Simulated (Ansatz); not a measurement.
## Electronic structure of AlBrH2OZn (SMILES [ZnH][O][AlH][Br]) in real space

```yaml
atoms:
  - { symbol: Al, position_ang: [1.2836, -0.3656, 0.2861] }
  - { symbol: Br, position_ang: [1.0321, 1.8197, 0.8896] }
  - { symbol: O, position_ang: [0.1333, -1.0495, -0.7309] }
  - { symbol: Zn, position_ang: [-1.3744, -0.7153, -1.6306] }
  - { symbol: H, position_ang: [-2.6552, -0.4841, -2.4136] }
  - { symbol: H, position_ang: [2.5219, -1.1596, 0.8414] }
```

Geometry: PBE0-D3(BJ)/pcseg-1.

These are results of isolated molecule in a Gaussian basis; Kohn-Sham density functional theory, functional PBE0 (Ansatz 0.2.0), not measurements.

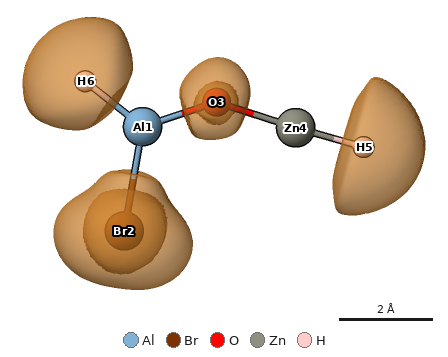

Figure 1. Isosurface of the electron localisation function at 0.75 (orange), seen across its widest extent. Core shells and regions of very low density are left out.

**Where are the electrons localised?**

The ELF exceeds this value in two regions around hydrogen nuclei, one region on Br in which the atom's valence shell and bonds are merged and one region wrapped around O (its valence shell). Profiles from the grid: Al–O (1.68 Å): the ELF peaks at about 0.85 in the valence shell of O, 0.6 Å from its nucleus, and is about 0.45 at the midpoint. Zn–O (1.79 Å): the ELF peaks at about 0.85 in the valence shell of O, 0.6 Å from its nucleus, and is about 0.20 at the midpoint.

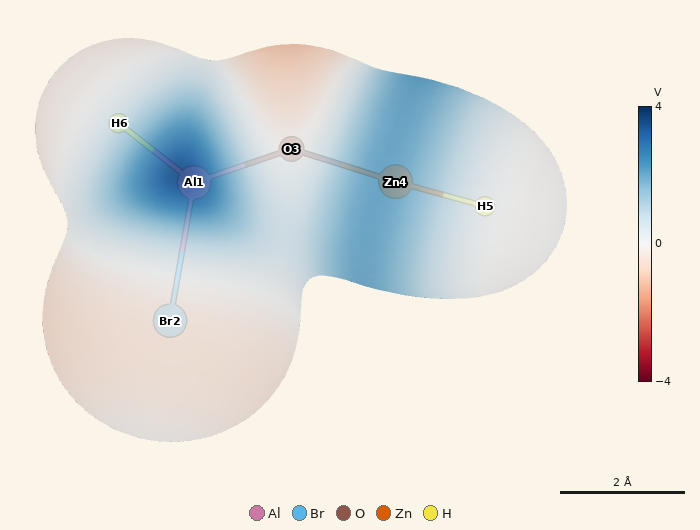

Figure 2. The electrostatic potential painted on the density surface at 0.002 e/bohr³, seen across its widest extent; red is negative and blue positive.

**Which sites attract a positive test charge, and which a negative one?**

A positive charge is drawn to the negative regions and a negative charge to the positive ones. The most negative region (about −1.0 V, or −23 kcal/mol for a unit charge) lies over O3, the most positive (about +3.3 V, or +76 kcal/mol for a unit charge) over Al1. O3 is the likeliest acceptor of a hydrogen bond.

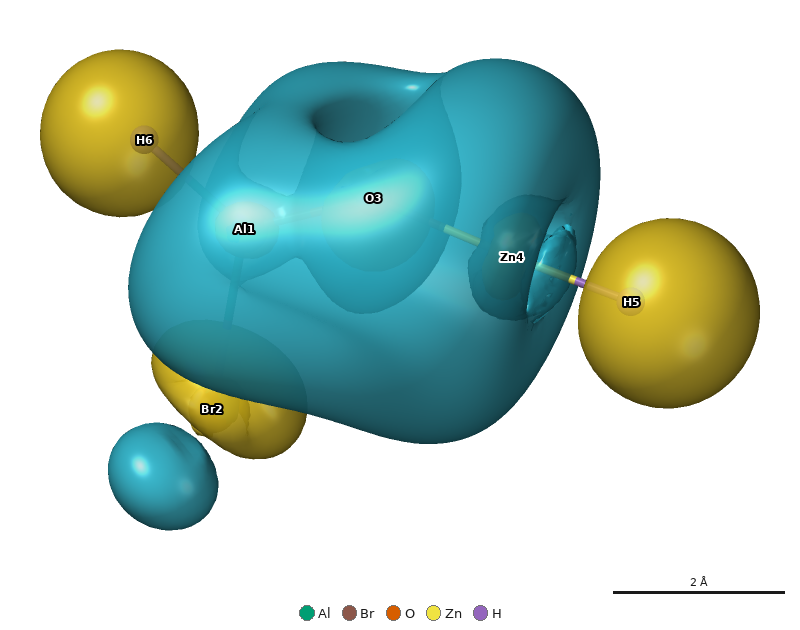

Figure 3. One frontier orbital at ±0.06 Å⁻³ᐟ² (yellow and cyan are the two phases), seen at a tilt.

**Which orbital is it: HOMO or LUMO?**

The LUMO, at −0.89 eV. Its weight (Hirshfeld) is mainly on Zn4 (about 35 %), Al1 (about 35 %), Br2 (about 10 %), O3 (about 10 %) and H5 (about 10 %); it is symmetric in the molecular plane (an in-plane orbital: σ, lone-pair or in-plane π type).
